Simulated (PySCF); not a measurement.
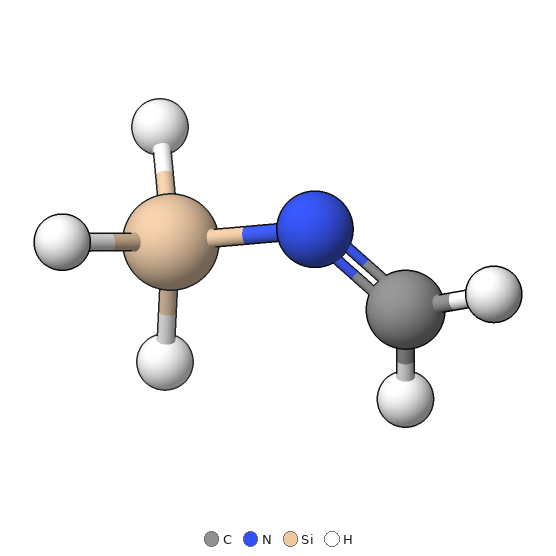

The picture shows a molecular structure as a ball-and-stick model.

The geometry was computed by an optimisation with PBE0-D3(BJ)/def2-SVP. No frequency run is at hand to confirm it as a minimum.

Count the atoms of each element.

Answer. CH5NSi, 8 atoms: 1 carbon, 5 hydrogen, 1 nitrogen and 1 silicon.

Name some functional groups or characteristic bonds that it holds.

Answer. Among them: imine, Si–H bond, Si–N bond.

Describe its rings.

Answer. It has no ring.

What is the point group of this geometry?

Answer. Cs.

How many atoms are distinct by symmetry?

Answer. 7: 1 C, 1 N, 1 Si, 1 H, 1 H, 2 H, 1 H.

The parts below concern this one geometry. Atoms keep their numbers from picture to picture.

## Geometry

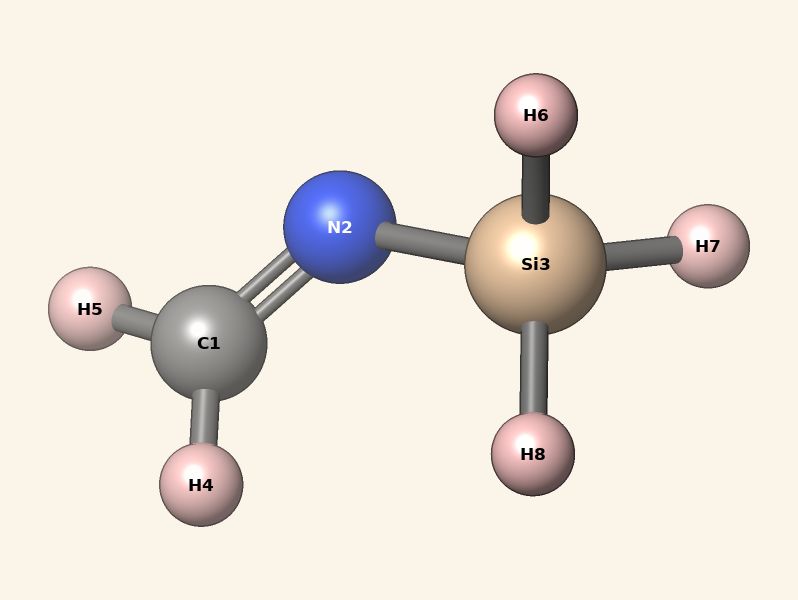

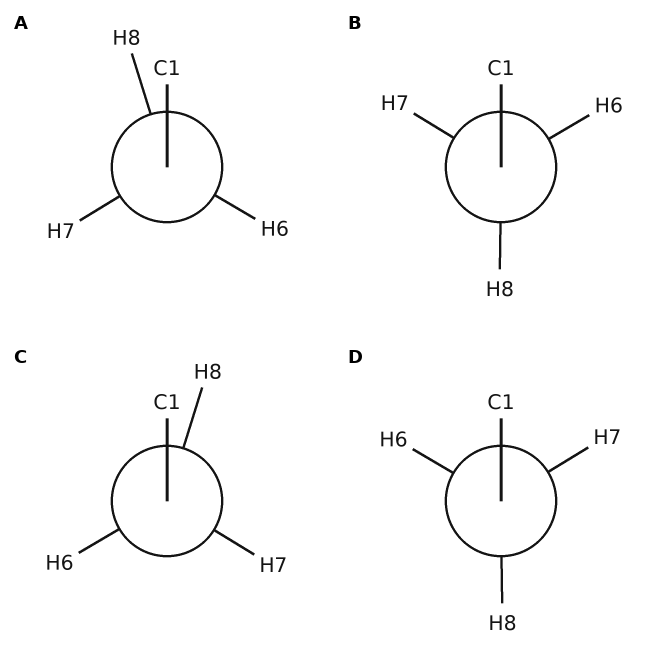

Depth is shown by fading: the farther an atom, the more it takes the colour of the background. Bonds that would overlap in a projection are set slightly apart. No frequency run is at hand to confirm it as a minimum.

Which Newman projection shows the view along N2–Si3, with N2 in front?

Answer. C. The torsion angle C1–N2–Si3–H6 is −120°, anticlinal.

## Spin–spin coupling

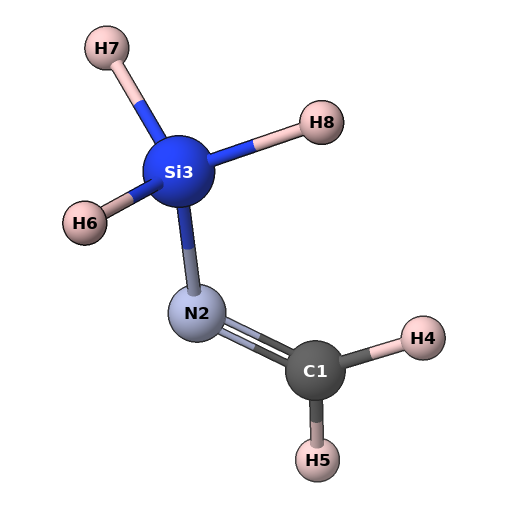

No frequency run is at hand to confirm it as a minimum. Level of theory: B3LYP/cc-pVTZ indirect spin-spin coupling, non-relativistic, gas phase (PySCF 2.14.0). Isotopes: 13C, 1H, 15N, 29Si.

Give the spin–spin coupling constants of these pairs, with the number of bonds between them: C1/H4, Si3/H8, H6/H8, C1/H6.

```
   pair  bonds apart  J (Hz)
 C1, H4            1   152.0
Si3, H8            1  −148.4
 H6, H8            2     9.9
 C1, H6            3     4.1
```

## Dipole moment

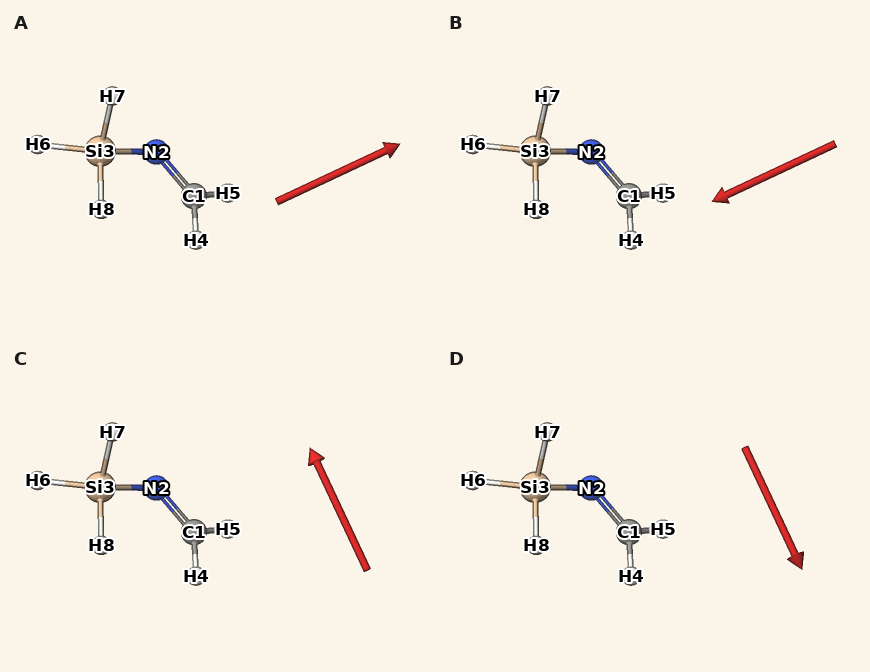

The same molecule four times, each with an arrow. No frequency run is at hand to confirm it as a minimum. Level of theory: B3LYP/def2-TZVP, gas phase (PySCF 2.14.0).

Which arrow points along the dipole moment, from the negative to the positive end?

Answer. D. The dipole moment is 1.43 D; it points from the side of H6, H7 to the side of H4 (the outermost atoms at the two ends).

## Polarisability

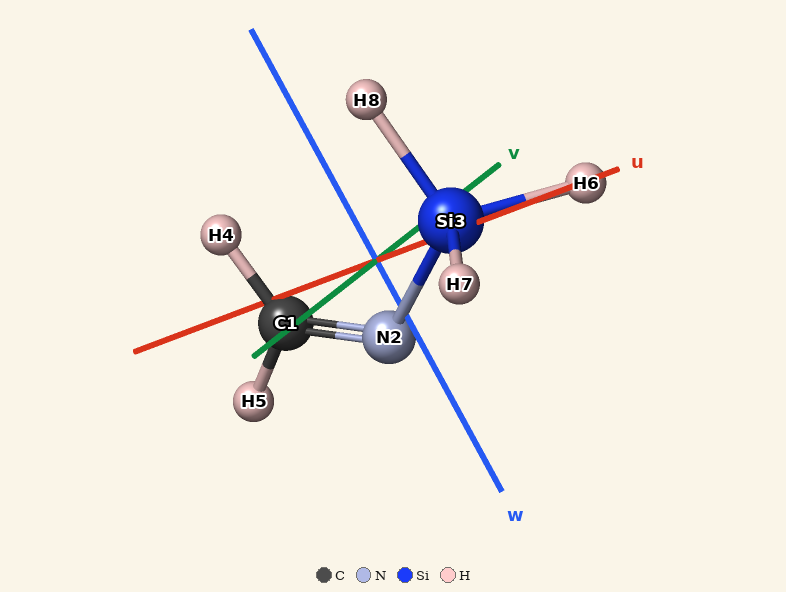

The lines u, v and w are the principal axes of the static dipole polarisability. No frequency run is at hand to confirm it as a minimum. Level of theory: CAM-B3LYP/def2-SVPD (PySCF 2.14.0).

Along which axis is the molecule most polarisable, and along which least?

Answer. Most along u, least along v.

Give the three principal values.

Answer. u 62.0, v 39.4, w 45.4 bohr³; mean 48.9, anisotropy 20.3 bohr³.
